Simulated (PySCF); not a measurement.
SMILES [GeH3][CH2][CH]C (C3H9Ge), doublet at its B3LYP/def2-SVP optimised geometry (Å):

```
13

C     -1.5353     0.4088     3.5319
C     -0.7726    -0.7089     2.9019
C     -1.1951    -1.3430     1.6330
Ge    -0.5214    -0.3844     0.0000
H     -1.2746     0.5311     4.5956
H     -2.6265     0.2483     3.4640
H     -1.3382     1.3893     3.0466
H      0.2366    -0.9229     3.2712
H     -0.8145    -2.3738     1.5373
H     -2.2939    -1.3776     1.5325
H      1.0235    -0.3844     0.0000
H     -1.0142     1.0800     0.0000
H     -1.0235    -1.0800    -1.2891
```

Method: unrestricted B3LYP/def2-TZVP (PySCF). Cells within 0.4 Å of a nucleus heavier than hydrogen are left out (blank, or x).

Map of the HOMO amplitude (α) (bohr^(-3/2)) on the plane z = 0.0 Å; orbital energy -4.88 eV, overall sign arbitrary:

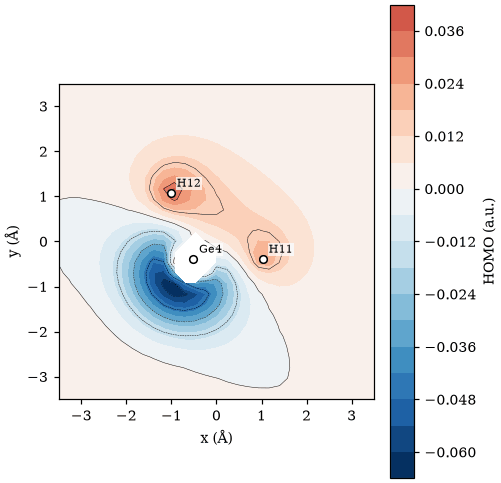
Fig. 1. HOMO amplitude (α) (bohr^(-3/2)) on the plane z = 0.0 Å.
